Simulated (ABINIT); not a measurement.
# CdS (Hawleyite): G0W0 in ABINIT against the bands in the screening, part 2 of 2

Wanted: the cheapest bands in the screening that holds the gap of CdS (Hawleyite).

ABINIT 10.8.3; PBE and many-body steps on it, plane waves. Known limits of the many-body steps: not at the basis limit; no spin-orbit coupling; coarse k mesh.

So far. Step 2 (Screening, 4×4×4 mesh, 21 bands, screening to 163.3 eV): Local fields lower ε∞ by 6 %. On a Γ-centred mesh this coarse the value itself is usually too large, while a short band sum pulls it down. Step 5 (31 bands): The gap on the mesh goes from 1.14 eV to 2.19 eV, a correction of +1.05 eV.

**7. 93 bands**

This step: G0W0 on PBE, plane waves, norm-conserving pseudopotentials.

File run.abi:

```
acell 3*1.0 Angstrom
rprim 
  -0.000000000000 2.916500000000 2.916500000000
  2.916500000000 -0.000000000000 2.916500000000
  2.916500000000 2.916500000000 -0.000000000000
ntypat 2
znucl 48 16
natom 2
typat 1 2
xred 
  0.000000000000 0.000000000000 0.000000000000
  0.250000000000 0.250000000000 0.250000000000
pp_dirpath "pseudos"
pseudos "Cd.upf, S.upf"
ecut 47
ngkpt 4 4 4
nshiftk 1
shiftk 0 0 0
kptopt 1
chksymbreak 0
istwfk *1
occopt 1
irdwfk 1
optdriver 4
nband 93
gwcalctyp 0
ecutsigx 47
symsigma 1
nkptgw 1
kptgw 
  0.0000000000 0.0000000000 0.0000000000
bdgw 
  11 17
ecuteps 6
irdscr 1
ppmodel 1
indata_prefix "in"
outdata_prefix "out"
tmpdata_prefix "tmp"
```

Launch:

```console
$ OMP_NUM_THREADS=1 mpirun -n 8 abinit run.abi > log
```

What it wrote:

```text
.Version 10.8.3 of ABINIT. v10.8.2 released Aug 2026.

 Symmetries : space group F-4 3 m (#216); Bravais cF (face-center cubic)
[... echo of the input left out ...]
== DATASET  1 ==================================================================
-   mpi_nproc: 8, omp_nthreads: 1 (-1 if OMP is not activated)

--- !DatasetInfo
iteration_state: {dtset: 1, }
dimensions: {natom: 2, nkpt: 8, mband: 93, nsppol: 1, nspinor: 1, nspden: 1, mpw: 5180, }
cutoff_energies: {ecut:  47.0, pawecutdg:  -1.0, }
[...]
15  10.897 -10.642  -5.801  -4.215   0.811  -0.233 -10.134   0.508  11.405
       16  10.897 -10.642  -5.801  -4.215   0.811  -0.233 -10.134   0.508  11.405
       17  10.897 -10.642  -5.801  -4.215   0.811  -0.233 -10.134   0.508  11.405

== END DATASET(S) ==============================================================
================================================================================

 -outvars: echo values of variables after computation  --------
           etotal      0.0000000000E+00
            nband          93
             nkpt           8
          spgroup         216
 [... the other variables as echoed above ...]

 Calculation completed.
```

The job ended after 6.4 s (8 MPI ranks of AMD EPYC 7R43, shared host; peak memory 1.7 GiB).

This step gave:

* G0W0 gap on the points computed: 2.052 eV
* starting gap on the mesh: 1.145 eV
* k of the valence top: 0, 0, 0
* k of the conduction bottom: 0, 0, 0
* least direct G0W0 gap on the computed points: 2.052 eV

Against the run before, the gap moves by −0.140 eV.

**8. Screening, 4×4×4 mesh, 199 bands, screening to 163.3 eV**

This step: RPA screening on PBE, plane waves, norm-conserving pseudopotentials.

Changes to run.abi since step 7:

```diff
@@ -23,15 +23,8 @@
 irdwfk 1
-optdriver 4
-nband 93
-gwcalctyp 0
-ecutsigx 47
-symsigma 1
-nkptgw 1
-kptgw 
-  0.0000000000 0.0000000000 0.0000000000
-bdgw 
-  11 17
+optdriver 3
+nband 199
 ecuteps 6
-irdscr 1
-ppmodel 1
+inclvkb 2
+awtr 1
+symchi 1
 indata_prefix "in"
```

What it wrote:

```text
.Version 10.8.3 of ABINIT. v10.8.2 released Aug 2026.

 Symmetries : space group F-4 3 m (#216); Bravais cF (face-center cubic)
[... echo of the input left out ...]
== DATASET  1 ==================================================================
-   mpi_nproc: 8, omp_nthreads: 1 (-1 if OMP is not activated)

--- !DatasetInfo
iteration_state: {dtset: 1, }
dimensions: {natom: 2, nkpt: 8, mband: 199, nsppol: 1, nspinor: 1, nspden: 1, mpw: 5180, }
cutoff_energies: {ecut:  47.0, pawecutdg:  -1.0, }
[...]
--------------------------------------------------------------------------------
[... chi0 elements left out ...]
 For q-point:  0.000010 0.000020 0.000030
  dielectric constant =  11.0726
  dielectric constant without local fields =  11.7810

  Average fulfillment of the sum rule on Im[epsilon] for q-point    1 :     80.15  [%]
[... wings left out ...]
  q-point number  2        q = ( 0.250000, 0.000000, 0.000000) [r.l.u.]
--------------------------------------------------------------------------------
[... chi0 elements left out ...]
  Average fulfillment of the sum rule on Im[epsilon] for q-point    2 :     87.59  [%]

 [... 6 further q-points ...]
```

It took 53 s on 8 MPI ranks; peak memory 2.7 GiB.

Numbers from this step:

```yaml
eps_infinity_with_local_fields_on_this_mesh_along_the_program_s_q_direction: 11.07
the_same_without_local_fields: 11.78
plasma_frequency: 26.88 eV
plane_waves_in_the_screening_matrix: 259
```

**9. 199 bands**

This step: G0W0 on PBE, plane waves, norm-conserving pseudopotentials.

Changes to run.abi since step 8:

```diff
@@ -23,8 +23,15 @@
 irdwfk 1
-optdriver 3
-nband 199
+optdriver 4
+nband 93
+gwcalctyp 0
+ecutsigx 47
+symsigma 1
+nkptgw 1
+kptgw 
+  0.0000000000 0.0000000000 0.0000000000
+bdgw 
+  11 17
 ecuteps 6
-inclvkb 2
-awtr 1
-symchi 1
+irdscr 1
+ppmodel 1
 indata_prefix "in"
```

What it wrote:

```text
.Version 10.8.3 of ABINIT. v10.8.2 released Aug 2026.

 Symmetries : space group F-4 3 m (#216); Bravais cF (face-center cubic)
[... echo of the input left out ...]
== DATASET  1 ==================================================================
-   mpi_nproc: 8, omp_nthreads: 1 (-1 if OMP is not activated)

--- !DatasetInfo
iteration_state: {dtset: 1, }
dimensions: {natom: 2, nkpt: 8, mband: 93, nsppol: 1, nspinor: 1, nspden: 1, mpw: 5180, }
cutoff_energies: {ecut:  47.0, pawecutdg:  -1.0, }
[...]
15  10.897 -10.642  -5.801  -4.282   0.810  -0.234 -10.190   0.453  11.350
       16  10.897 -10.642  -5.801  -4.282   0.810  -0.234 -10.190   0.453  11.350
       17  10.897 -10.642  -5.801  -4.282   0.810  -0.234 -10.190   0.453  11.350

== END DATASET(S) ==============================================================
================================================================================

 -outvars: echo values of variables after computation  --------
           etotal      0.0000000000E+00
            nband          93
             nkpt           8
          spgroup         216
 [... the other variables as echoed above ...]

 Calculation completed.
```

It took 6.6 s on 8 MPI ranks; peak memory 1.7 GiB.

Numbers from this step:

- G0W0 gap on the points computed: 2.045 eV
- starting gap on the mesh: 1.145 eV
- k of the valence top: 0, 0, 0
- k of the conduction bottom: 0, 0, 0
- least direct G0W0 gap on the computed points: 2.045 eV

Against the run before, the gap moves by −0.007 eV.

**10. Side by side**

Times are wall times on 8 MPI ranks of AMD EPYC 7R43, shared host, good to a factor of about two. A run's time includes the screening step that it read.

```tsv
run	mesh	bands	screening cutoff (eV)	DFT gap (eV)	gap on the mesh (eV)	direct (eV)	ε∞ used	time
21 bands	4×4×4	93	163.3	1.145	2.319	2.319	10.82	12 s
31 bands	4×4×4	93	163.3	1.145	2.192	2.192	10.92	15 s
93 bands	4×4×4	93	163.3	1.145	2.052	2.052	11.06	32 s
199 bands	4×4×4	93	163.3	1.145	2.045	2.045	11.07	60 s
```

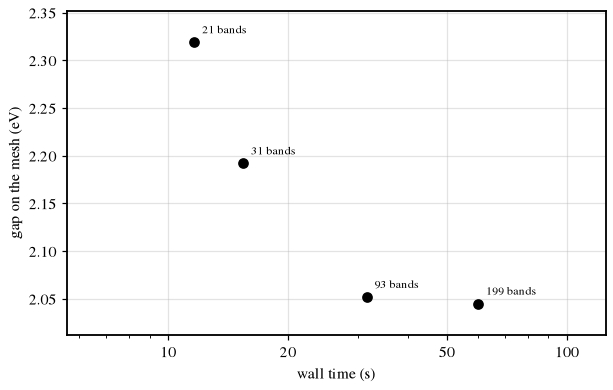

Result against wall time.

**11. Results**

| Property | Result |
| --- | --- |
| 21 bands | 2.319 eV |
| 31 bands | 2.192 eV |
| 93 bands | 2.052 eV |
| 199 bands | 2.045 eV |
| known limits | not at the basis limit; no spin-orbit coupling; coarse k mesh |

In words: The setting moved: bands in the screening. From 21 bands to 199 bands the gap moves by −0.27 eV, for 5.1 times the time. It holds to 0.03 eV from 93 bands on. Bands and screening cutoff are coupled, so a series along one setting does not show full convergence. Bands and cutoff are finite, so the gap is not at the basis limit. The miss can reach some tenths of an eV and take either sign; the mesh is an error of its own. In the G0W0 runs levels were corrected at 1 k point alone, so a gap called «on the mesh» is the least over those, and an edge elsewhere would be missed. The 4×4×4 mesh is coarse for this cell, which bears on the long-range parts of exchange and screening. The many-body steps are scalar-relativistic: spin-orbit coupling is not in them.

[Paths, hosts, dates, memory and timing lines, banners, echoed tables and standing remarks are left out of the program output.]

[Logs are printed without paths, hosts, clocks, repeated set-up lines and the standing remarks that a program may print on its own settings, such as how far it seeks lower states.]

[Runs of the session that timed out or met a known fault of the program may be left out.]

[Hosts, paths, dates, database ids (printed as entryN), source tags and the programs' standing remarks are cut or masked in the printed files.]

[G0W0 gaps are taken among the corrected bands and points alone; a level outside them can change the order at an edge.]

[Where Ansatz stands beside ABINIT at settings called matched, ABINIT's density can come from a denser mesh and the files from another edition; pairs whose starting gaps differed by over 0.03 eV were left out, so agreement reads better than it is.]
